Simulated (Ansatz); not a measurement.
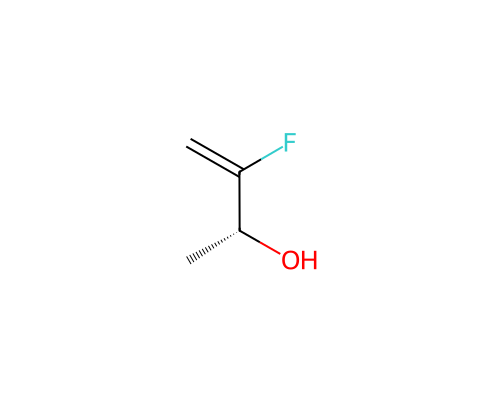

The drawing above gives the connectivity. Computed geometry: PBE-D4/def2-SVP optimisation. No frequency run is at hand to confirm it as a minimum.

What does the molecule look like in three dimensions?

The molecule is C₄H₇FO. As SMILES it reads `C=C(F)[C@@H](C)O`. It has no ring. Among its groups: alcohol, alkene, C–F bond. This geometry has C1 symmetry. Coordination: 2 C trigonal planar; 2 C tetrahedral; 1 O bent.

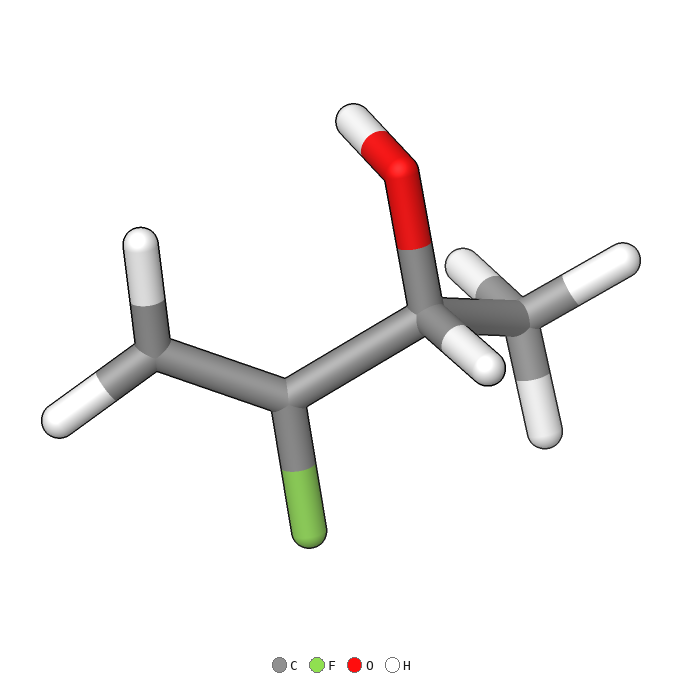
